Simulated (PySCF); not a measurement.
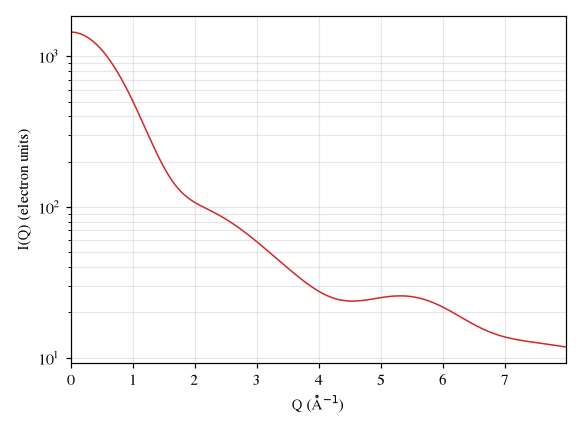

Elastic X-ray scattering of a randomly oriented, rigid molecule, calculated with the Debye equation from neutral-atom form factors (independent atoms, no Compton part, no vibration). The geometry is the end point of an optimisation (PBE0-D3(BJ)/def2-SVP geometry optimisation, gas phase in PySCF 2.14.0, density-fitted response routines); it may be a saddle point or a higher isomer. It contains C, O, H.

How many electrons does the independent-atom model of the molecule hold?

Answer. I(0) is the square of the electron number: I(0) = 1440, so about 38 electrons, the count of C4H6O.

What radius of gyration does the initial fall-off give?

Answer. From I(Q) ≈ I(0) exp(−Q²R²/3) at small Q, R ≈ 1.80 Å. It is larger than the electron-weighted radius of the nuclear positions alone (1.63 Å), because each atom's electron cloud adds to it.
